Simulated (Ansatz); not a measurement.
**Geometry relaxation of ZrNH$_{4}$Cl$_{3}$ (part 1 of 2)**

ZrNH$_{4}$Cl$_{3}$, computed with RHF/def2-SVP (Ansatz 0.2.0).

It belongs to a series of runs on one base structure; here: end point B relaxed. Figures and captions count atoms from 1; the log counts them from 0 in places.

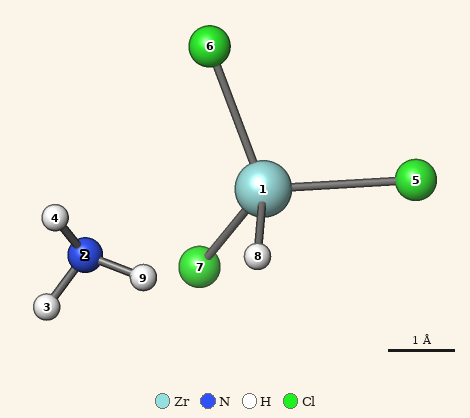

*The starting structure (ball-and-stick view, seen at a tilt; atoms are numbered from 1 in the order of the input). Sticks mark near contacts.*

Bond lengths as drawn: Cl–Zr 2.35 to 2.36 Å, H–N 1.01 to 1.03 Å and H–Zr 1.84 Å.

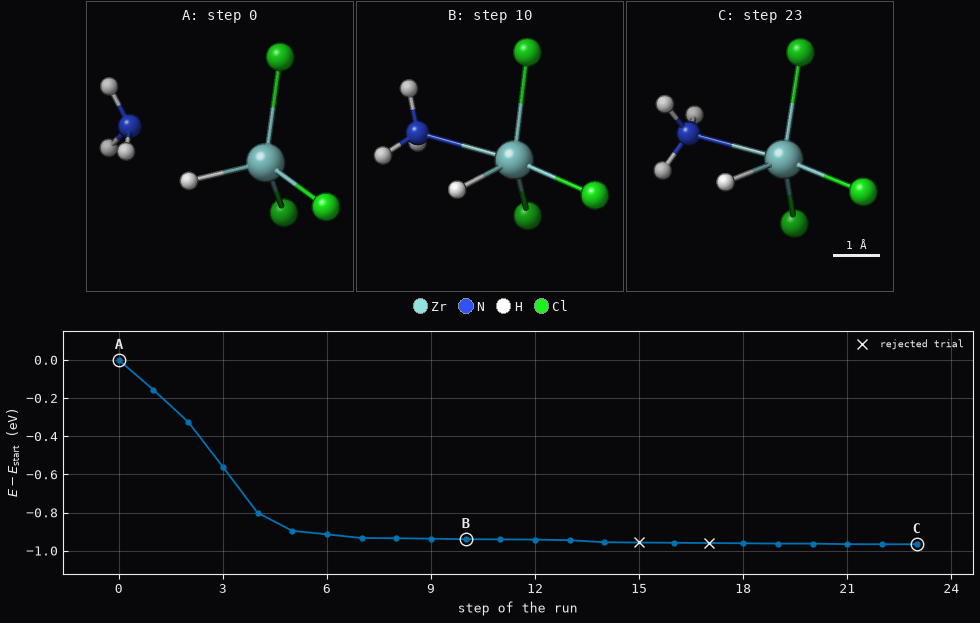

*Frames of the relaxation (ball-and-stick view, seen at a tilt) above the curves, on which the letters mark them (the first geometry is step 0 here and step 1 in the log).*

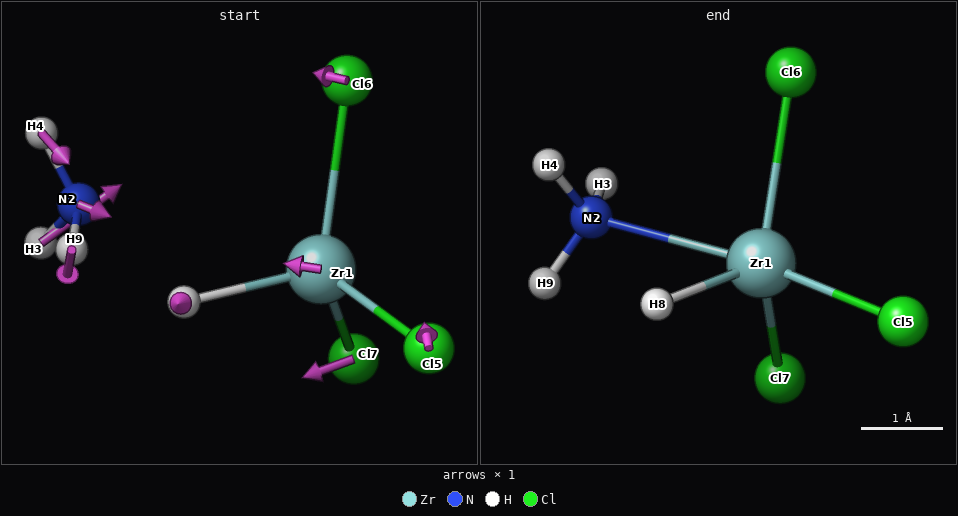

*Before (left) and after (right) the relaxation, at one scale (ball-and-stick view, seen at a tilt). The pink arrows give the displacements, at true length.*

H3 moves most after the best rigid fit: 1.26 Å. Largest moves by element: H 1.26 Å, Cl 0.70 Å, N 0.49 Å, Zr 0.49 Å. Among the contacts that change: Zr1–N2 3.393 → 2.429 Å, Zr1–Cl6 2.363 → 2.400 Å, Zr1–Cl5 2.353 → 2.380 Å, N2–H9 1.029 → 1.009 Å. New bonds form: Zr1–N2 (3.39 → 2.43 Å). Among the angles that change: Cl5–Zr1–H8 101.9° → 92.7°, Cl7–Zr1–H8 109.3° → 115.0°, Cl5–Zr1–Cl6 108.5° → 103.0°. Over 23 geometry steps the energy falls by 0.966 eV. The largest force component goes from 1.1 to 0.023 eV/Å. The line search rejected the trial steps at points 15, 17 (counted from 0) and went back. (Atoms are counted from 1 in the order of the input.)

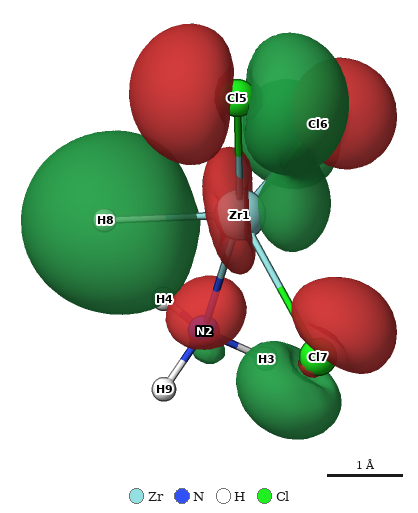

*One frontier orbital at ±0.1 Å⁻³ᐟ² (green and red are the two phases), seen at an oblique angle.*

The HOMO, at −11.69 eV. It lies mainly on H8 (30 %), Cl5 (25 %), Zr1 (25 %), Cl6 (10 %) and Cl7 (10 %).

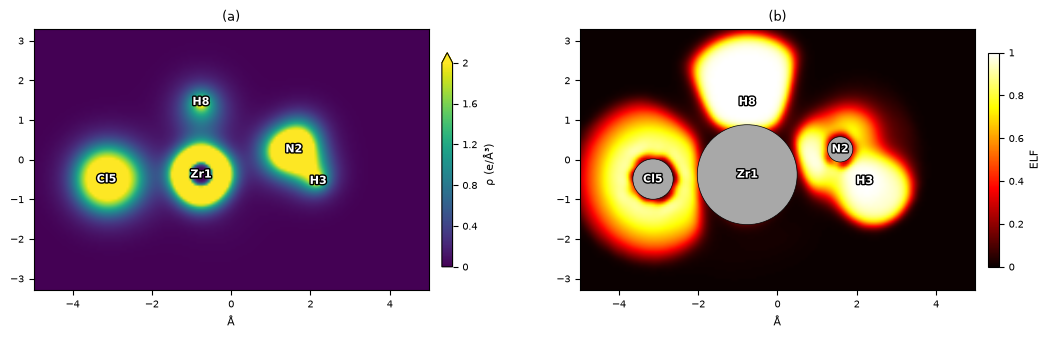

*(a) electron density; (b) ELF on the plane of atoms N2, Zr1 and H8. Grey discs, where drawn, cover atomic cores.*

Zr–Cl (2.38 Å): ρ at the midpoint is about 0.54 e/Å³; the ELF peaks at about 0.85 in the valence shell of Cl, 0.8 Å from its nucleus, and is about 0.30 at the midpoint. Zr–H (1.83 Å): ρ is about 1 e/Å³ halfway, with its minimum of 0.72 e/Å³ about 1.1 Å from Zr; the ELF climbs to about 1 towards the hydrogen.

The input that produced these results follows, with the program's output.

**The input**
```yaml
crystal:
  periodic: [false, false, false]
  atoms:
    - { symbol: Zr, position_ang: [0.462012, -0.26175, -0.562594] }
    - { symbol: "N", position_ang: [-0.266678, -0.360704, 2.749645] }
    - { symbol: H, position_ang: [-0.734062, -1.104917, 3.237327] }
    - { symbol: H, position_ang: [-0.229792, 0.442209, 3.353231] }
    - { symbol: Cl, position_ang: [1.939783, -0.499831, -2.377476] }
    - { symbol: Cl, position_ang: [-0.13163, 2.017176, -0.372013] }
    - { symbol: Cl, position_ang: [-1.284182, -1.835225, -0.798824] }
    - { symbol: H, position_ang: [1.52908, -0.7451, 0.86233] }
    - { symbol: H, position_ang: [0.697069, -0.657158, 2.543574] }
basis:
  gaussian: { orbitals: def2-SVP }
hamiltonian:
  xc: hf
relax:
  f_tol: 0.03
  max_steps: 50
output:
  orbitals: {}
```

Launch command:
```bash
ansatz run input.yaml --threads 2 --pin off --max-ram 3072MiB --backend cpu --events-out ev --progress --plain --runs-dir out
```

**The program's output**
```
The last accepted step is kept in [file] (removed where the run ends without a failure and the disk answers)
Engine: ansatz 0.2.0, x86_64-unknown-linux-gnu
Functional definition: HF
  exchange = exact_x
  correlation = 0
1239 factors; integrals over basis functions are off by at most 4.1e-4 eV
mean field evaluation 1: about -40311.1194 eV, gradient 3.8e1 eV
mean field evaluation 2: about -40311.2225 eV, gradient 3.8e1 eV
mean field evaluation 4: about -40315.5189 eV, gradient 3.4e0 eV
mean field evaluation 8: about -40315.5883 eV, gradient 9.9e-2 eV
mean field -40315.58837079 eV, -1481.5705457392 hartree, gradient 4.9e-5 eV, S^2 0.000000; 0 other end points of the search recorded, 0 dependent functions left out
the calculation of the forces begins
reference -40315.58837079 eV, -1481.5705457392 hartree; 37, 37 occupied and 82, 82 virtual orbitals, 1239 factors
relax step   1: F+E_penalty+E_count = -40315.58837079 eV  Δ(F+E_penalty+E_count) = +0.000e0 eV  max|allowed force component| = 1.108e0 eV/Å  Δτ_max = 0.0000 Å  (38 SCF iters, accepted)
these checks for a lower state are left out or cut short: starts, cluster_reference, orbital_swaps, neighbouring_geometries, increment
1239 factors; integrals over basis functions are off by at most 4.1e-4 eV
mean field evaluation 16: about -40315.7452 eV, gradient 2.7e-3 eV
mean field -40315.74517531 eV, -1481.5763081991 hartree, gradient 2.0e-5 eV, S^2 0.000000; 0 other end points of the search recorded, 0 dependent functions left out
[... from here on the field's lines of each further geometry are left out, up to the last ...]
relax step   2: F+E_penalty+E_count = -40315.74517531 eV  Δ(F+E_penalty+E_count) = -1.568e-1 eV  max|allowed force component| = 7.574e-1 eV/Å  Δτ_max = 0.1950 Å  (36 SCF iters, accepted)
relax step   3: F+E_penalty+E_count = -40315.91264252 eV  Δ(F+E_penalty+E_count) = -1.675e-1 eV  max|allowed force component| = 1.950e0 eV/Å  Δτ_max = 0.1902 Å  (37 SCF iters, accepted)
relax step   4: F+E_penalty+E_count = -40316.14836375 eV  Δ(F+E_penalty+E_count) = -2.357e-1 eV  max|allowed force component| = 2.083e0 eV/Å  Δτ_max = 0.1910 Å  (37 SCF iters, accepted)
relax step   5: F+E_penalty+E_count = -40316.38908620 eV  Δ(F+E_penalty+E_count) = -2.407e-1 eV  max|allowed force component| = 1.477e0 eV/Å  Δτ_max = 0.1949 Å  (37 SCF iters, accepted)
relax step   6: F+E_penalty+E_count = -40316.48373392 eV  Δ(F+E_penalty+E_count) = -9.465e-2 eV  max|allowed force component| = 5.290e-1 eV/Å  Δτ_max = 0.1920 Å  (37 SCF iters, accepted)
relax step   7: F+E_penalty+E_count = -40316.50233640 eV  Δ(F+E_penalty+E_count) = -1.860e-2 eV  max|allowed force component| = 5.999e-1 eV/Å  Δτ_max = 0.1316 Å  (38 SCF iters, accepted)
relax step   8: F+E_penalty+E_count = -40316.52154611 eV  Δ(F+E_penalty+E_count) = -1.921e-2 eV  max|allowed force component| = 1.762e-1 eV/Å  Δτ_max = 0.0891 Å  (37 SCF iters, accepted)
relax step   9: F+E_penalty+E_count = -40316.52281802 eV  Δ(F+E_penalty+E_count) = -1.272e-3 eV  max|allowed force component| = 1.091e-1 eV/Å  Δτ_max = 0.0373 Å  (38 SCF iters, accepted)
relax step  10: F+E_penalty+E_count = -40316.52503764 eV  Δ(F+E_penalty+E_count) = -2.220e-3 eV  max|allowed force component| = 3.997e-2 eV/Å  Δτ_max = 0.0470 Å  (38 SCF iters, accepted)
relax step  11: F+E_penalty+E_count = -40316.52768908 eV  Δ(F+E_penalty+E_count) = -2.651e-3 eV  max|allowed force component| = 1.883e-2 eV/Å  Δτ_max = 0.1032 Å  (36 SCF iters, accepted)
relax step  12: F+E_penalty+E_count = -40316.52882189 eV  Δ(F+E_penalty+E_count) = -1.133e-3 eV  max|allowed force component| = 1.153e-1 eV/Å  Δτ_max = 0.0443 Å  (37 SCF iters, accepted)
relax step  13: F+E_penalty+E_count = -40316.52986649 eV  Δ(F+E_penalty+E_count) = -1.045e-3 eV  max|allowed force component| = 2.447e-1 eV/Å  Δτ_max = 0.0642 Å  (37 SCF iters, accepted)
relax step  14: F+E_penalty+E_count = -40316.53301702 eV  Δ(F+E_penalty+E_count) = -3.151e-3 eV  max|allowed force component| = 1.895e-1 eV/Å  Δτ_max = 0.0453 Å  (38 SCF iters, accepted)
relax step  15: F+E_penalty+E_count = -40316.54394575 eV  Δ(F+E_penalty+E_count) = -1.093e-2 eV  max|allowed force component| = 4.305e-2 eV/Å  Δτ_max = 0.1767 Å  (38 SCF iters, accepted)
relax step  16: F+E_penalty+E_count = -40316.54205071 eV  Δ(F+E_penalty+E_count) = +1.895e-3 eV  max|allowed force component| = 3.563e-1 eV/Å  Δτ_max = 0.1186 Å  (38 SCF iters, rejected (line search))
relax step  17: F+E_penalty+E_count = -40316.54652993 eV  Δ(F+E_penalty+E_count) = -2.584e-3 eV  max|allowed force component| = 6.602e-2 eV/Å  Δτ_max = 0.0593 Å  (37 SCF iters, accepted)
relax step  18: F+E_penalty+E_count = -40316.54617888 eV  Δ(F+E_penalty+E_count) = +3.511e-4 eV  max|allowed force component| = 3.204e-1 eV/Å  Δτ_max = 0.0966 Å  (38 SCF iters, rejected (line search))
relax step  19: F+E_penalty+E_count = -40316.54909731 eV  Δ(F+E_penalty+E_count) = -2.567e-3 eV  max|allowed force component| = 3.291e-2 eV/Å  Δτ_max = 0.0477 Å  (37 SCF iters, accepted)
relax step  20: F+E_penalty+E_count = -40316.55082643 eV  Δ(F+E_penalty+E_count) = -1.729e-3 eV  max|allowed force component| = 8.629e-2 eV/Å  Δτ_max = 0.0497 Å  (37 SCF iters, accepted)
relax step  21: F+E_penalty+E_count = -40316.55090312 eV  Δ(F+E_penalty+E_count) = -7.669e-5 eV  max|allowed force component| = 2.335e-1 eV/Å  Δτ_max = 0.0731 Å  (36 SCF iters, accepted)
relax step  22: F+E_penalty+E_count = -40316.55378643 eV  Δ(F+E_penalty+E_count) = -2.883e-3 eV  max|allowed force component| = 4.601e-2 eV/Å  Δτ_max = 0.0409 Å  (38 SCF iters, accepted)
relax step  23: F+E_penalty+E_count = -40316.55410450 eV  Δ(F+E_penalty+E_count) = -3.181e-4 eV  max|allowed force component| = 7.003e-3 eV/Å  Δτ_max = 0.0234 Å  (38 SCF iters, accepted)
the calculation of the forces begins
reference -40316.55416612 eV, -1481.6060380631 hartree; 37, 37 occupied and 82, 82 virtual orbitals, 1239 factors
relax step  24: F+E_penalty+E_count = -40316.55416612 eV  Δ(F+E_penalty+E_count) = -6.163e-5 eV  max|allowed force component| = 2.308e-2 eV/Å  Δτ_max = 0.0373 Å  (38 SCF iters, accepted)
1239 factors; integrals over basis functions are off by at most 7.2e-4 eV
mean field evaluation 224: about -40315.2648 eV, gradient 2.2e1 eV
mean field -40316.55416612 eV, -1481.6060380631 hartree, gradient 2.0e-5 eV, S^2 0.000000; 1 other end points of the search recorded, 0 dependent functions left out
the calculation of the forces begins
reference -40316.55416612 eV, -1481.6060380631 hartree; 37, 37 occupied and 82, 82 virtual orbitals, 1239 factors
Total energy: -40316.55416612 eV, -1481.6060380631 hartree
Atom 0 at     0.476225    -0.311422    -0.075219 Å, force     0.005242    -0.000742    -0.013757 eV/Å
Atom 1 at    -0.113748    -0.362091     2.280428 Å, force     0.011829     0.004730    -0.023075 eV/Å
Atom 2 at    -1.101887    -0.225547     2.432044 Å, force    -0.005433    -0.000450     0.012672 eV/Å
Atom 3 at     0.369416     0.359023     2.794026 Å, force    -0.005872     0.000451     0.005674 eV/Å
Atom 4 at     1.536441    -0.341683    -2.205254 Å, force     0.002745    -0.003328     0.001080 eV/Å
Atom 5 at    -0.385554     1.924183     0.065924 Å, force    -0.002423    -0.004765     0.011730 eV/Å
Atom 6 at    -0.987440    -2.211433    -0.167925 Å, force    -0.000710     0.001966     0.004319 eV/Å
Atom 7 at     2.054523    -0.591718     0.809728 Å, force     0.000123     0.000576    -0.000601 eV/Å
Atom 8 at     0.133625    -1.244611     2.701448 Å, force    -0.005502     0.001561     0.001958 eV/Å
Dipole moment:    -0.240438    -0.042971     1.343879 e Å
```

**Trajectory as extended XYZ (Å, eV, eV/Å), 24 frames, from step=1 to step=24**
```
9
Properties=species:S:1:pos:R:3:forces:R:3 step=1 energy=-40315.58837
Zr    0.4620   -0.2617   -0.5626   -0.0195  -0.0584   0.6213
N    -0.2667   -0.3607    2.7496    0.9773  -0.2491  -0.6816
H    -0.7341   -1.1049    3.2373    0.0036  -0.0039  -0.0029
H    -0.2298    0.4422    3.3532   -0.0038  -0.0015   0.0017
Cl    1.9398   -0.4998   -2.3775   -0.0004  -0.0016  -0.0001
Cl   -0.1316    2.0172   -0.3720    0.0027   0.0018  -0.0025
Cl   -1.2842   -1.8352   -0.7988   -0.0001   0.0016   0.0028
H     1.5291   -0.7451    0.8623    0.1482   0.0197  -0.6048
H     0.6971   -0.6572    2.5436   -1.1080   0.2913   0.6660
9
Properties=species:S:1:pos:R:3:forces:R:3 step=2 energy=-40315.74517
Zr    0.4404   -0.2614   -0.4979   -0.1053   0.0325  -0.0209
N    -0.2516   -0.3629    2.7155    0.7574  -0.2024  -0.4231
H    -0.7790   -1.0825    3.1847   -0.0128   0.0564  -0.1350
H    -0.2746    0.4563    3.3023   -0.0422  -0.0160  -0.1284
Cl    1.9087   -0.4958   -2.3335   -0.1479   0.0388   0.0425
Cl   -0.1402    2.0230   -0.3502   -0.0200   0.1348   0.0743
Cl   -1.2961   -1.8373   -0.7760   -0.0924  -0.1042   0.0520
H     1.6556   -0.7683    0.7157    0.3119  -0.1174   0.2275
H     0.7184   -0.6765    2.6746   -0.6487   0.1775   0.3111
9
Properties=species:S:1:pos:R:3:forces:R:3 step=3 energy=-40315.91264
Zr    0.4172   -0.2660   -0.3757   -0.0814   0.0050   0.1527
N    -0.1809   -0.3732    2.5931    1.4515  -0.5463   0.4793
H    -0.8267   -1.0487    3.0037    0.3789   0.2840  -0.4366
H    -0.3197    0.4820    3.1301    0.1369  -0.3295  -0.4515
Cl    1.8181   -0.4753   -2.2756   -0.1640   0.0421   0.0645
Cl   -0.1406    2.0294   -0.2734   -0.0577   0.2301   0.1230
Cl   -1.3049   -1.8531   -0.6989   -0.1764  -0.1676   0.0849
H     1.7260   -0.7883    0.7126    0.4617  -0.1674   0.2657
H     0.7930   -0.7120    2.8192   -1.9495   0.6495  -0.2819
9
Properties=species:S:1:pos:R:3:forces:R:3 step=4 energy=-40316.14836
Zr    0.4275   -0.2825   -0.2358   -0.2142   0.0305   0.2883
N    -0.1300   -0.3757    2.4586    1.3125  -0.5625   0.9372
H    -0.8350   -1.0277    2.8140    0.4873   0.3007  -0.4583
H    -0.3274    0.4993    2.9487    0.2073  -0.3826  -0.4826
Cl    1.7180   -0.4508   -2.2222   -0.0605   0.0089   0.0840
Cl   -0.1490    2.0165   -0.1689   -0.0458   0.2403   0.1589
Cl   -1.3116   -1.8541   -0.5895   -0.1729  -0.1886   0.1202
H     1.7838   -0.8134    0.7988    0.5689  -0.1808   0.0797
H     0.8053   -0.7168    2.8315   -2.0827   0.7341  -0.7273
```
